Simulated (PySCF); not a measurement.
# B2PLYP/STO-6G run of Li2H2 ((LiH)2 ring)

Aim: the vertical ionisation energy of Li2H2 ((LiH)2 ring) at B2PLYP/STO-6G, from 2 runs. The job is set up through a Python script.

The results are computed with PySCF 2.14.0.

4 further runs of the same task are left out: 4 set aside as unsound or not needed.

### 1 The structure to begin with

Li2H2 has 4 atoms, charge 0, and is taken as a singlet. Geometry: a GFN2-xTB relaxation, a rough one for these elements and not checked as a minimum.

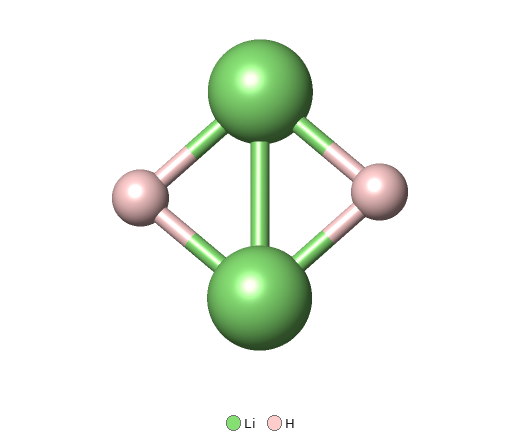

Viewed from a chosen angle; lithium green, hydrogen pink.

### 2 The energy at B2PLYP/STO-6G

Input file input.py:

```python
from pyscf import gto, dft, mp

mol = gto.M(
    atom='Li 0.748450 0.467780 -0.657020; H -0.711410 1.057560 -0.059410; Li -0.748660 -0.467860 0.656490; H 0.711620 -1.057470 0.059940',
    spin=0,
    max_memory=1860,
    verbose=4,
    basis='sto-6g',
)

ks = dft.RKS(mol, xc='0.53*HF + 0.47*B88, 0.73*LYP')
ks.conv_tol = 1e-10
ks.grids.level = 5
ks.kernel()
if not ks.converged:
    ks = ks.newton().run(ks.mo_coeff, ks.mo_occ)

pt = mp.MP2(ks).run()
etot = ks.e_tot + 0.27 * pt.e_corr
print('PT2 part  %.8f' % (0.27 * pt.e_corr))
print('E = %.10f Eh' % etot)
```

Command:

```console
$ OMP_NUM_THREADS=1 python input.py
```

The log of the run:

```text
PySCF version 2.14.0

[INPUT] num. atoms = 4
[INPUT] num. electrons = 8
[INPUT] charge = 0
[INPUT] spin (= nelec alpha-beta = 2S) = 0
[INPUT] symmetry False subgroup None
[INPUT] Mole.unit = angstrom
[INPUT] Symbol           X                Y                Z      unit          X                Y                Z       unit  Magmom
[INPUT]  1 Li     0.748450000000   0.467780000000  -0.657020000000 AA    1.414365517931   0.883976086549  -1.241587858362 Bohr   0.0
[INPUT]  2 H     -0.711410000000   1.057560000000  -0.059410000000 AA   -1.344370062277   1.998498760295  -0.112268629060 Bohr   0.0
[INPUT]  3 Li    -0.748660000000  -0.467860000000   0.656490000000 AA   -1.414762360417  -0.884127264639   1.240586303516 Bohr   0.0
[INPUT]  4 H      0.711620000000  -1.057470000000   0.059940000000 AA    1.344766904763  -1.998328684944   0.113270183906 Bohr   0.0

nuclear repulsion = 6.14070313180331
number of shells = 8
number of NR pGTOs = 72
number of NR cGTOs = 12
basis = sto-6g
ecp = {}

******** <class 'pyscf.dft.rks.RKS'> ********
method = RKS
initial guess = minao
damping factor = 0
level_shift factor = 0
DIIS = <class 'pyscf.scf.diis.CDIIS'>
diis_start_cycle = 1
diis_space = 8
diis_damp = 0
SCF conv_tol = 1e-10
SCF conv_tol_grad = None
SCF max_cycles = 50
direct_scf = True
direct_scf_tol = 1e-13
XC library pyscf.dft.libxc version 7.0.0
    S. Lehtola, C. Steigemann, M. J.T. Oliveira, and M. A.L. Marques.,  SoftwareX 7, 1–5 (2018)
XC functionals = 0.53*HF + 0.47*B88, 0.73*LYP
    A. D. Becke.,  Phys. Rev. A 38, 3098 (1988)
    C. Lee, W. Yang, and R. G. Parr.,  Phys. Rev. B 37, 785 (1988)
    B. Miehlich, A. Savin, H. Stoll, and H. Preuss.,  Chem. Phys. Lett. 157, 200 (1989)
radial grids:
    Treutler-Ahlrichs [JCP 102, 346 (1995); DOI:10.1063/1.469408] (M4) radial grids

becke partition: Becke, JCP 88, 2547 (1988); DOI:10.1063/1.454033
pruning grids: <function nwchem_prune>
grids dens level: 5
symmetrized grids: False
atomic radii adjust function: <function treutler_atomic_radii_adjust>
small_rho_cutoff = 0
Set gradient conv threshold to 1e-05
Initial guess from minao.
tot grids = 130232
init E= -15.7832141438543
  HOMO = -0.289135268475759  LUMO = -0.0112945359138629  gap/eV = 7.56043
cycle= 1 E= -16.0945670086635  delta_E= -0.311  |g|= 0.149  |ddm|= 1.47
  HOMO = -0.225123514080933  LUMO = 0.0499964013715907  gap/eV = 7.48639
cycle= 2 E= -16.1084008781351  delta_E= -0.0138  |g|= 0.0231  |ddm|= 0.372
  HOMO = -0.248755537670614  LUMO = 0.0496961693340336  gap/eV = 8.12128
cycle= 3 E= -16.1088531474639  delta_E= -0.000452  |g|= 0.00387  |ddm|= 0.0532
  HOMO = -0.246837556807689  LUMO = 0.0505698302439979  gap/eV = 8.09287
cycle= 4 E= -16.1088735908146  delta_E= -2.04e-05  |g|= 0.000282  |ddm|= 0.0131
  HOMO = -0.24661888183904  LUMO = 0.0506549029615073  gap/eV = 8.08923
cycle= 5 E= -16.1088737128952  delta_E= -1.22e-07  |g|= 1.26e-05  |ddm|= 0.00102
  HOMO = -0.246619156315602  LUMO = 0.050659835341008  gap/eV = 8.08937
cycle= 6 E= -16.108873712954  delta_E= -5.88e-11  |g|= 4.15e-07  |ddm|= 2.27e-05
  HOMO = -0.246618552996739  LUMO = 0.0506595042088758  gap/eV = 8.08935
Extra cycle  E= -16.1088737129541  delta_E= -9.95e-14  |g|= 5.28e-08  |ddm|= 8.78e-07
converged SCF energy = -16.1088737129541

******** <class 'pyscf.mp.mp2.RMP2'> ********
nocc = 4, nmo = 12
E(RMP2) = -16.1428710126443  E_corr = -0.0339972996901994
E(SCS-RMP2) = -16.1489601942916  E_corr = -0.0400864813375076
E_corr(same-spin) = -0.000819551873921091
E_corr(oppo-spin) = -0.0331777478162783
PT2 part  -0.00917927
E = -16.1180529839 Eh
```

Wall time 1.8 s (1 thread of Arm Neoverse V1, shared host); peak memory 0.16 GiB.

### 3 The doublet cation at the same level

Input file calc.py:

```python
from pyscf import gto, dft, mp

mol = gto.M(
    atom=[
    ('Li', (0.748450, 0.467780, -0.657020)),
    ('H', (-0.711410, 1.057560, -0.059410)),
    ('Li', (-0.748660, -0.467860, 0.656490)),
    ('H', (0.711620, -1.057470, 0.059940)),
],
    spin=1,
    charge=1,
    max_memory=1860,
    verbose=4,
    basis='sto-6g',
)

calc0 = dft.UKS(mol)
calc0.xc = '0.53*HF + 0.47*B88, 0.73*LYP'
calc0.grids.level = 5
calc0.conv_tol = 1e-10
calc0.kernel()
if not calc0.converged:
    calc0 = calc0.newton().run(calc0.mo_coeff, calc0.mo_occ)

pt = mp.MP2(calc0).run()
energy = calc0.e_tot + 0.27 * pt.e_corr
print('PT2 part  %.8f' % (0.27 * pt.e_corr))
print('E(%s) = %.9f' % ('B2PLYP', energy))
```

Command:

```console
$ OMP_NUM_THREADS=1 python calc.py
```

The log of the run:

```text
PySCF version 2.14.0

[INPUT] num. atoms = 4
[INPUT] num. electrons = 7
[INPUT] charge = 1
[INPUT] spin (= nelec alpha-beta = 2S) = 1
[INPUT] symmetry False subgroup None
[INPUT] Mole.unit = angstrom
[INPUT] Symbol           X                Y                Z      unit          X                Y                Z       unit  Magmom
[INPUT]  1 Li     0.748450000000   0.467780000000  -0.657020000000 AA    1.414365517931   0.883976086549  -1.241587858362 Bohr   0.0
[INPUT]  2 H     -0.711410000000   1.057560000000  -0.059410000000 AA   -1.344370062277   1.998498760295  -0.112268629060 Bohr   0.0
[INPUT]  3 Li    -0.748660000000  -0.467860000000   0.656490000000 AA   -1.414762360417  -0.884127264639   1.240586303516 Bohr   0.0
[INPUT]  4 H      0.711620000000  -1.057470000000   0.059940000000 AA    1.344766904763  -1.998328684944   0.113270183906 Bohr   0.0

nuclear repulsion = 6.14070313180331
number of shells = 8
number of NR pGTOs = 72
number of NR cGTOs = 12
basis = sto-6g
ecp = {}

******** <class 'pyscf.dft.uks.UKS'> ********
method = UKS
initial guess = minao
damping factor = 0
level_shift factor = 0
DIIS = <class 'pyscf.scf.diis.CDIIS'>
diis_start_cycle = 1
diis_space = 8
diis_damp = 0
SCF conv_tol = 1e-10
SCF conv_tol_grad = None
SCF max_cycles = 50
direct_scf = True
direct_scf_tol = 1e-13
number electrons alpha = 4  beta = 3
XC library pyscf.dft.libxc version 7.0.0
    S. Lehtola, C. Steigemann, M. J.T. Oliveira, and M. A.L. Marques.,  SoftwareX 7, 1–5 (2018)
XC functionals = 0.53*HF + 0.47*B88, 0.73*LYP
    A. D. Becke.,  Phys. Rev. A 38, 3098 (1988)
    C. Lee, W. Yang, and R. G. Parr.,  Phys. Rev. B 37, 785 (1988)
    B. Miehlich, A. Savin, H. Stoll, and H. Preuss.,  Chem. Phys. Lett. 157, 200 (1989)
radial grids:
    Treutler-Ahlrichs [JCP 102, 346 (1995); DOI:10.1063/1.469408] (M4) radial grids

becke partition: Becke, JCP 88, 2547 (1988); DOI:10.1063/1.454033
pruning grids: <function nwchem_prune>
grids dens level: 5
symmetrized grids: False
atomic radii adjust function: <function treutler_atomic_radii_adjust>
small_rho_cutoff = 0
Set gradient conv threshold to 1e-05
tot grids = 130232
init E= -15.7832141438543
[... the frontier-level lines of each cycle are left out ...]

cycle= 1 E= -15.7981585698763  delta_E= -0.0149  |g|= 0.0812  |ddm|= 1.07
cycle= 2 E= -15.8123298641098  delta_E= -0.0142  |g|= 0.026  |ddm|= 0.192
cycle= 3 E= -15.813823868415  delta_E= -0.00149  |g|= 0.00482  |ddm|= 0.0804
cycle= 4 E= -15.8138736277394  delta_E= -4.98e-05  |g|= 0.00092  |ddm|= 0.0157
cycle= 5 E= -15.8138757268724  delta_E= -2.1e-06  |g|= 5.47e-05  |ddm|= 0.00339
cycle= 6 E= -15.8138757369161  delta_E= -1e-08  |g|= 9.92e-06  |ddm|= 0.000182
cycle= 7 E= -15.8138757372184  delta_E= -3.02e-10  |g|= 2.3e-06  |ddm|= 3.52e-05
cycle= 8 E= -15.8138757372248  delta_E= -6.4e-12  |g|= 3.32e-07  |ddm|= 4.42e-06
Extra cycle  E= -15.8138757372252  delta_E= -3.98e-13  |g|= 2.31e-07  |ddm|= 9.46e-07
converged SCF energy = -15.8138757372252  <S^2> = 0.77821918  2S+1 = 2.0280229

******** <class 'pyscf.mp.ump2.UMP2'> ********
nocc = (np.int64(4), np.int64(3)), nmo = (12, 12)
E(UMP2) = -15.8393125663157  E_corr = -0.0254368290905915
E(SCS-UMP2) = -15.8441565815563  E_corr = -0.0302808443310994
E_corr(same-spin) = -0.000280789128011903
E_corr(oppo-spin) = -0.0251560399625795
PT2 part  -0.00686794
E(B2PLYP) = -15.820743681
```

It took 2.6 s on 1 thread of Arm Neoverse V1, shared host; peak memory 0.17 GiB.

### 4 Outcome

Level: B2PLYP/STO-6G.

| quantity | value |
| --- | --- |
| singlet Li2H2: total energy | -16.11805 Eh |
| singlet Li2H2: dipole moment (SCF part) | 0.00 D |
| singlet Li2H2: HOMO energy (SCF part's orbitals) | -6.71 eV |
| singlet Li2H2: LUMO energy (SCF part's orbitals) | 1.38 eV |
| singlet Li2H2: HOMO–LUMO gap (SCF part's orbitals) | 8.09 eV |
| doublet cation: total energy | -15.82074 Eh |
| doublet cation: HOMO energy (SCF part's orbitals) (highest over α and β) | -14.29 eV |
| doublet cation: LUMO energy (SCF part's orbitals) (lowest over α and β) | -9.39 eV |
| doublet cation: ⟨S²⟩ | 0.778 |
| vertical ionisation energy (to the doublet cation) | 8.090 eV |

The vertical ionisation energy comes to 8.09 eV (187 kcal/mol). −ε(HOMO) before ionisation, 6.71 eV, is 1.38 eV below this ionisation energy. In a minimal basis such a difference can be off by several eV, whatever the method. Mulliken charges (singlet Li2H2) run from -0.05 on H2 to +0.05 on Li1; they depend strongly on the basis.
